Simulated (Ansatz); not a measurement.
Electronic density of states of amorphous In24O39Ga2, density 6.35 g/cm³, on a 2×2×2 Γ-centred mesh with a Gaussian width of 0.1 eV; energies count from the Fermi level, whose place inside the gap is arbitrary. Cell and mesh are small, so fine structure isn't converged. These are PBE, scalar-relativistic without spin-orbit coupling (plane waves to 420 eV, PAW; Ansatz, an electronic-structure program) values and carry that method's errors. Sampling: a 2×2×2 Γ-centred mesh; Fermi-Dirac width 0.02 eV; no spin polarisation. At PBE the levels at the filled edge of the gap are localised (band-tail or defect states).

The cell was made by melting and quenching with the CHGNet potential and then relaxed with DFT. O atoms were pushed apart under 1.9 Å during the dynamics, to hinder bonds among them. The hot cell started wider than the set density and was brought back towards it in steps. It is the lowest in DFT energy of 2 quenches. It is a model cell: composition and starting density were chosen by hand, and all elements were melted together. No dispersion term was used. Its density started from a set value of 6.42 and ended at 6.35 g/cm³. Cooling (nominally 280 K/ps over its main leg) ran many orders faster than in experiment, which tends to leave more defects and strain. One small periodic cell is one sample of the glass; other quenches scatter about these values. Volume and shape were free in the relaxation.

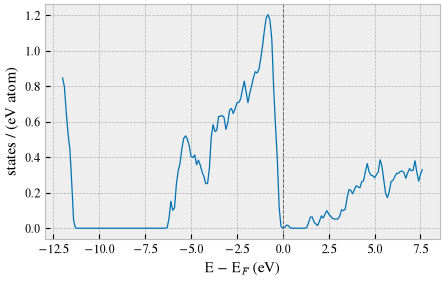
Figure. Density of states per atom

The level gap on this mesh is 0.50 eV; the broadening fills part of it in the curve.
